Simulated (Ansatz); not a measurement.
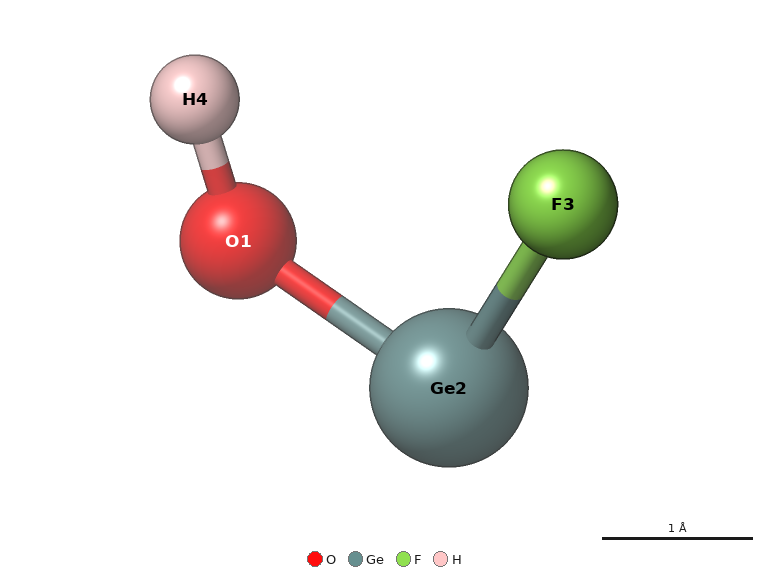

(Drawn from a calculation with Ansatz.)

Orthographic view. Depth is shown by fading: the farther an atom, the more it takes the colour of the background. Geometry: atoms displaced at random (about 0.03 Å) from a stationary point of GFN2-xTB.

Give the geometry as a Z-matrix, atoms in numerical order, with these reference atoms: 2 to 1; 3 to 2, 1; 4 to 1, 2, 3.

```
O  
Ge   1   1.768
F    2   1.927   1    97.3
H    1   1.035   2   130.6   3     1.9
```
